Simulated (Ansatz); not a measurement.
Band structure of ZnHg3 (Fm-3m, 4 atoms in the cell).

```
CELL_PARAMETERS angstrom
      0.00000     3.67772     3.67772
      3.67772     0.00000     3.67772
      3.67772     3.67772     0.00000
ATOMIC_POSITIONS crystal
  Zn 0.00000 0.00000 0.00000
  Hg 0.25000 0.25000 0.25000
  Hg 0.75000 0.75000 0.75000
  Hg 0.50000 0.50000 0.50000
```

Method: PBEsol, PAW files made with PBE (plane waves; Ansatz, a program for electronic structure).

Settings: basis.ecutwfc = 420 eV; kpoints.mp_grid.grid = 8 8 8; hamiltonian.xc = pbesol; hamiltonian.pseudopotentials = {kind: paw} (the program's default PAW files); scf.occupations.method = gaussian; scf.occupations.width = 0.2 eV; kpoints.band_path.npoints = 8.

The starting cell comes from a database of computed structures (which also holds hypothetical and non-ambient phases and stackings), without a prior relaxation at this level. Its lattice was rescaled by a random factor within 2.5 % of one. Spin-orbit coupling is off.

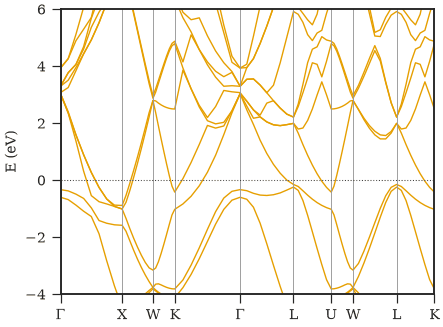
Fig. 1. Bands along the path, energies from the Fermi level.

Levels in eV from the Fermi level, bands 33 to 40:
```csv
point,33,34,35,36,37,38,39,40
Γ,-5.72,-0.60,-0.33,3.03,3.03,3.03,3.07,3.29
X,-4.52,-4.47,-1.58,-1.01,-1.01,-0.89,7.22,7.44
W,-3.81,-3.77,-3.77,-3.16,2.80,2.80,2.87,2.97
K,-4.18,-4.13,-3.82,-1.02,-0.42,2.50,4.79,4.88
L,-5.14,-4.90,-0.24,-0.15,1.99,1.99,2.21,2.21
U,-4.18,-4.13,-3.82,-1.02,-0.42,2.50,4.79,4.88
```

Bands cross the Fermi level along this path, so the cell is metallic at this level.

Keys are those of Ansatz 0.2.
